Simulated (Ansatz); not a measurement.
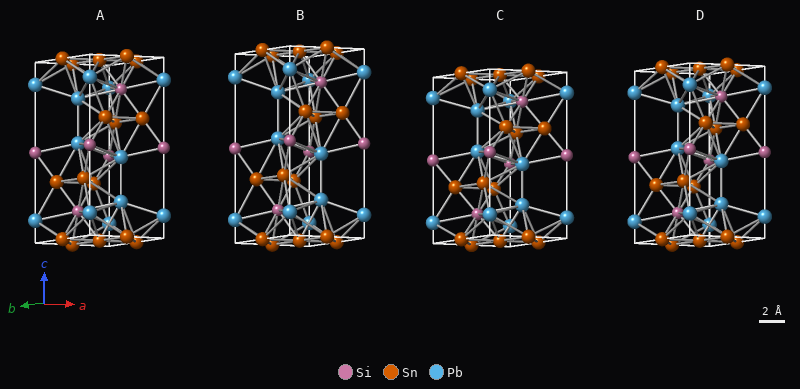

4 geometries from one relaxation of a crystal of SiSn$_{3}$Pb$_{2}$ (a generated structure, set up in R-3m), in shuffled order. Style: ball-and-stick. Shown: the conventional cell (3 times the calculation's cell), from a free direction. Lengths and directions refer to the drawn axes.

Computed with DFT PBE, scalar-relativistic, plane waves, PAW in Ansatz 0.2.0. Settings: plane-wave cutoff 420 eV; k-point mesh 6 × 6 × 6; occupations gaussian; smearing width 0.1 eV; no spin polarisation; cell and atoms relaxed; force threshold 0.01 eV/Å; at most 80 steps.

### Put them in the order of the run, from the start to the converged end.

B, A, D, C. They are steps 0, 1, 2, 5, at +0.250 eV per cell of the calculation, +0.102 eV per cell of the calculation, +39.7 meV per cell of the calculation relative to the last. After 4 accepted moves (5 points after the start) the energy has fallen by 0.250 eV per cell of the calculation. The largest force component goes from 0.12 to 0.00054 eV/Å. Pressure: −2.02 GPa at the start and −0.03 GPa at the end. At 1 point the geometry stayed and the basis and grid were re-selected for the new cell (energy shift of 0.2 meV per cell of the calculation at most each time). The largest moves relative to the cell, 0.021 Å, are those of Pb atoms. Sn and Si stay in place. The volume changes by −5.4 %, with a = b 6.265 → 6.505 Å (+3.8 %), c 15.582 → 13.676 Å (−12.2 %). Some distances before and after: Pb–Pb 3.820 → 3.394 Å, Pb–Sn 3.749 → 3.423 Å, Si–Sn 3.165 → 2.953 Å, Sn–Sn 3.133 → 3.252 Å. The space group stays R-3m (No. 166). Cost: 4 min on 1 thread of Intel(R) Xeon(R) Processor @ 2.50GHz (Skylake/Cascade Lake), with other jobs on the host, peak memory 0.61 GiB.
